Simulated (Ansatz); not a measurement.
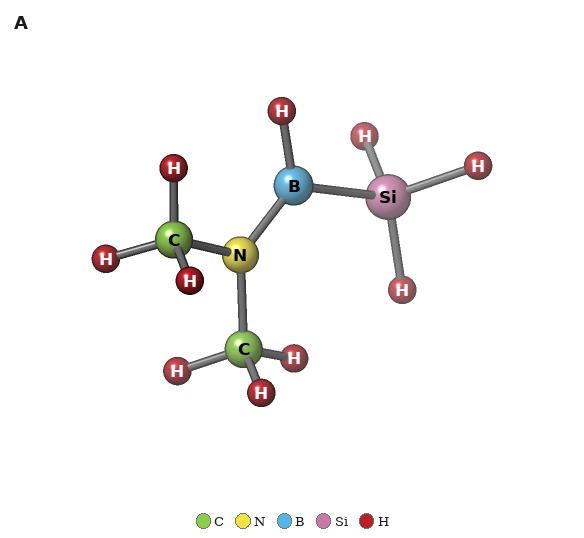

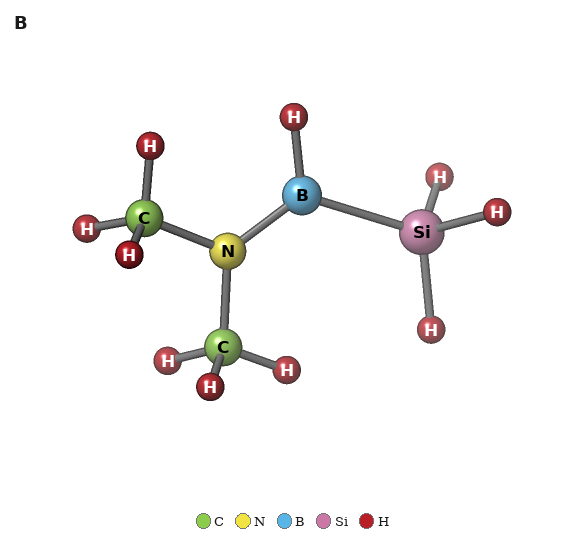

Distant atoms are faded towards the background colour. Computed geometry: PBE0-D4/def2-TZVP optimisation. No frequency run is at hand to confirm it as a minimum.

> How are A and B related: the same structure turned, mirror images, conformers, diastereomers or constitutional isomers?

They are the same structure, C2H10BNSi (CN(C)B[SiH3]), seen from two directions. With point group Cs it is achiral, so its mirror image would be the same too.
